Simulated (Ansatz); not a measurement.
# P$_{3}$ (charge +1, triplet): what the fields show

| atom | x (Å) | y (Å) | z (Å) |
| --- | --- | --- | --- |
| P | -0.0647 | 0.5277 | -0.9373 |
| P | 0.5029 | -1.2562 | -0.1225 |
| P | -0.4382 | 0.7285 | 1.0598 |

Geometry: PBE0-D4/def2-TZVP; ⟨S²⟩ = 2.08, above the pure value of 2.00.

Level of theory: UKS PBE0-D4/def2-TZVP (Ansatz 0.2.0).

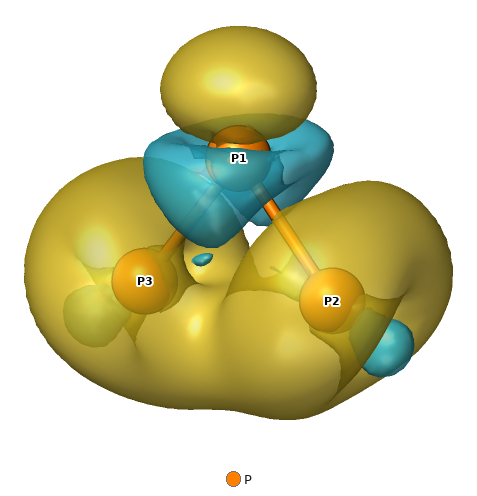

Figure 1. Isosurfaces of the spin density (α minus β) at +0.02 (yellow) and −0.02 e/Å³ (cyan), seen at a tilt.

Which atoms carry the spin?

Answer. The unpaired spin (2 electrons) lies mostly on P2 (about 0.9) and P3 (about 0.9), in electrons by Hirshfeld's partition.

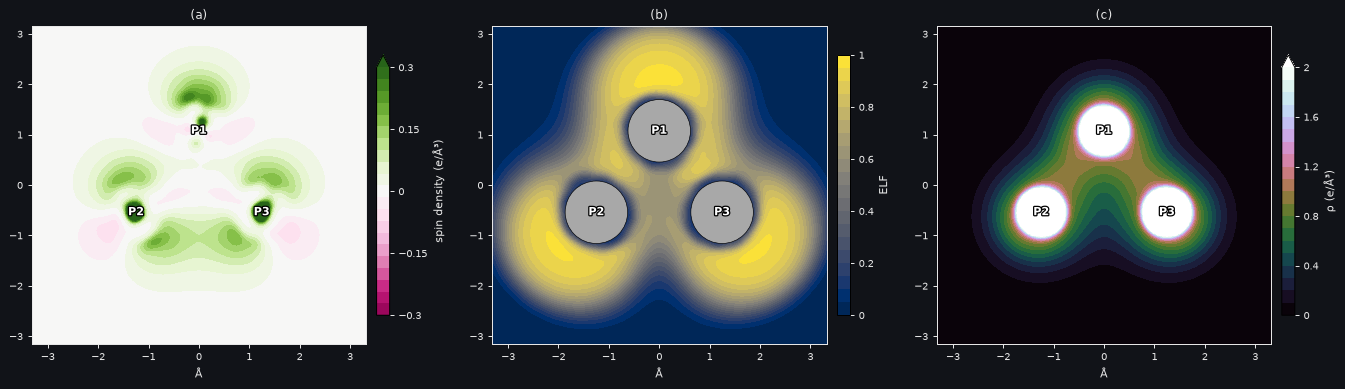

Figure 2. (a) spin density (α minus β); (b) electron localisation function; (c) electron density on the molecular plane. Grey discs cover the atomic cores in the ELF map.

What does the map show?

Answer.
- The section cuts through P sites.
- P–P (2.04 Å): the density is about 0.95 e/Å³ at the midpoint; the ELF peaks at about 0.80 between the atoms: a covalent bond.
- The ELF also peaks beside P3, P2 and P1, away from the bonds: non-bonding electrons, paired or unpaired.

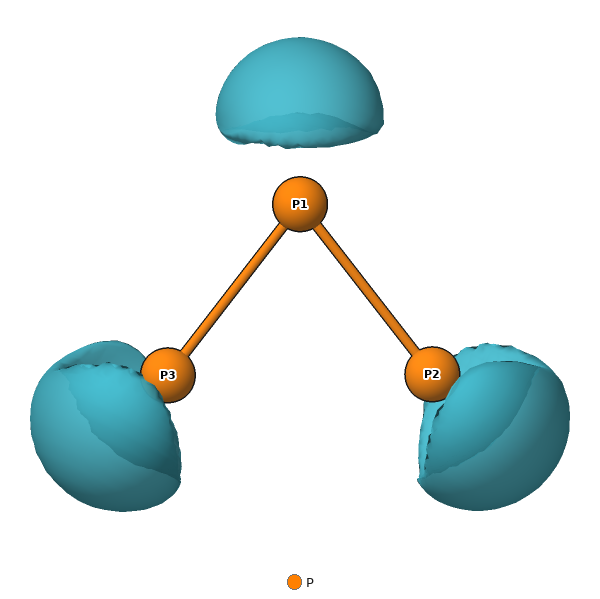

Figure 3. Isosurface of the electron localisation function at 0.9 (cyan), seen across its widest extent. Only the valence region is drawn (cores and ρ < 0.01 e/Å³ removed).

Describe the localisation domains.

Answer. The surface consists of three lobes on P, pointing away from the bonds (non-bonding electrons).
